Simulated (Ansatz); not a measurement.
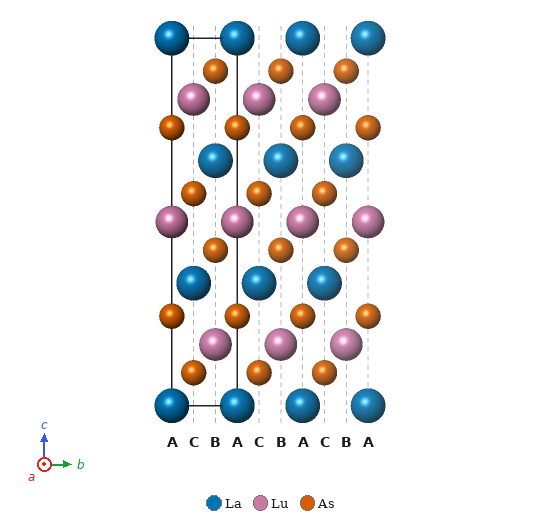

The picture looks along a close-packed row of the hexagonal mesh; c points upwards. The dashed lines mark the three columns A (0, 0), B (1/3, 2/3) and C (2/3, 1/3). The sequence starts with the first layer at or above the cell's origin.

LaLuAs₂. Coordinates: coordinates from a relaxation with DFT, PBE, plane waves, PAW (Ansatz 0.2.0); the starting structure was generated, so it need not be a known form of this composition.

Question: List the layers of one repeat.

Answer: La(A) – As(C) – Lu(B) – As(A) – La(C) – As(B) – Lu(A) – As(C) – La(B) – As(A) – Lu(C) – As(B) (twelve layers in 20.52 Å).

Question: How are the As layers alone stacked?

Answer: As layers alone: CABCAB, the cubic close-packed type.

Question: Which positions between or in the As layers do the other atoms fill?

Answer: Lu: three octahedral sites; La: three octahedral sites in each hexagonal cell.

Heights of the layers:

```csv
layer,atoms (column),height (Å),to next (Å)
1,La(A),0.00,1.84
2,As(C),1.84,1.58
3,Lu(B),3.42,1.58
4,As(A),5.00,1.84
5,La(C),6.84,1.84
6,As(B),8.68,1.58
7,Lu(A),10.26,1.58
8,As(C),11.84,1.84
9,La(B),13.68,1.84
10,As(A),15.52,1.58
11,Lu(C),17.10,1.58
12,As(B),18.68,1.84
```
